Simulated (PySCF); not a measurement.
```yaml
atoms:
  - { symbol: C, position_ang: [3.9275, -0.5829, 0.0251] }
  - { symbol: C, position_ang: [2.7518, -0.3158, 0.0051] }
  - { symbol: B, position_ang: [1.2914, 0.0189, -0.0168] }
  - { symbol: C, position_ang: [0.6219, 1.3458, 0.5238] }
  - { symbol: C, position_ang: [-0.8830, 1.0390, 0.5261] }
  - { symbol: C, position_ang: [-1.0950, 0.0516, -0.6354] }
  - { symbol: C, position_ang: [-2.3506, -0.6603, -0.5349] }
  - { symbol: C, position_ang: [-3.3760, -1.2681, -0.4239] }
  - { symbol: C, position_ang: [0.1311, -0.8874, -0.5873] }
  - { symbol: H, position_ang: [4.9531, -0.8160, 0.0418] }
  - { symbol: H, position_ang: [0.9678, 1.6987, 1.4957] }
  - { symbol: H, position_ang: [0.8286, 2.1572, -0.1815] }
  - { symbol: H, position_ang: [-1.5016, 1.9307, 0.4174] }
  - { symbol: H, position_ang: [-1.1575, 0.5490, 1.4632] }
  - { symbol: H, position_ang: [-1.0805, 0.6052, -1.5823] }
  - { symbol: H, position_ang: [-4.2801, -1.7931, -0.3387] }
  - { symbol: H, position_ang: [-0.0684, -1.6947, 0.1254] }
  - { symbol: H, position_ang: [0.3107, -1.3715, -1.5478] }
```

Geometry: GFN2-xTB.

Theory: PBE0/pcSseg-1, SCF density, gas phase, non-relativistic (PySCF 2.14.0).

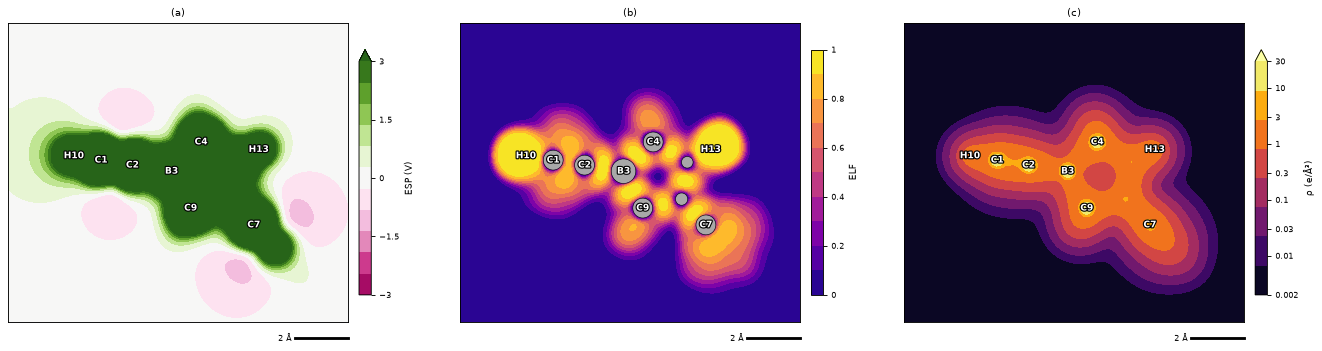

C$_{8}$H$_{9}$B (SMILES C#CB1CC[C@H](C#C)C1). (a) electrostatic potential; (b) electron localisation function; (c) total electron density on the plane of atoms C2, B3 and C9. Grey discs cover the atomic cores in the ELF map.

What do the fields say about this system?

The plane passes through C, B and H nuclei.
C–C (1.21 Å): the density is about 2.8 e/Å³ at the midpoint; the ELF peaks at about 0.85 between the atoms (a multiple bond).
C–B (1.50 Å): the density is about 1.5 e/Å³ at the midpoint; the ELF peaks at about 1 between the atoms; localised, covalent bonding.
C–H (1.05 Å): the density is about 2.2 e/Å³ at the midpoint; the ELF climbs to about 1 towards the hydrogen, as it does in any bond to H (an ordinary covalent bond to hydrogen).
C–B (1.58 Å): ρ at the midpoint is about 1.4 e/Å³; the ELF peaks at about 0.95 between the atoms; a covalent bond.
Outside the dense part of the molecule the potential is most negative (−1.1 V) near C8, which lies off the plane.
